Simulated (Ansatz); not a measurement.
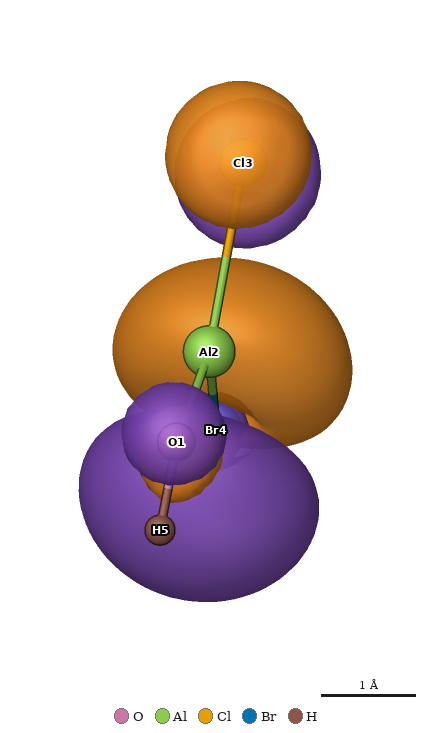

Figure. AlBrClHO (SMILES [OH][Al]([Cl])[Br]). One frontier orbital at ±0.1 Å⁻³ᐟ² (orange and purple are the two phases), seen at an oblique angle.

Geometry: PBE0-D4/def2-TZVP.

The calculation used RKS PBE0-D4/def2-TZVPP (Ansatz 0.2.0).

The calculation's input:

```
crystal:
  periodic: [false, false, false]
  atoms:
    - {symbol: O, position_ang: [0.394020, 1.232904, 0.316205]}
    - {symbol: Al, position_ang: [0.041007, -0.390380, 0.081562]}
    - {symbol: Cl, position_ang: [0.895085, -1.778373, 1.359801]}
    - {symbol: Br, position_ang: [-1.316076, -1.065575, -1.564366]}
    - {symbol: H, position_ang: [0.035963, 1.927824, -0.234702]}
basis:
  gaussian: {orbitals: def2-TZVPP}
hamiltonian: {xc: pbe0, dispersion: d4}
output: {orbitals: {seedname: orbitals}}
```

Run with:

```sh
ansatz run in.yaml --threads 2 --pin off --events-out ev --progress --plain --max-ram 32768MiB --backend cpu
```

> Which orbital is it: HOMO or LUMO?

The HOMO, at −8.83 eV. Its weight (Hirshfeld) is mainly on Br4 (about 80 %) and Cl3 (about 10 %); it is symmetric in the molecular plane (an in-plane orbital: σ, lone-pair or in-plane π type); largely a lone pair of Br4.
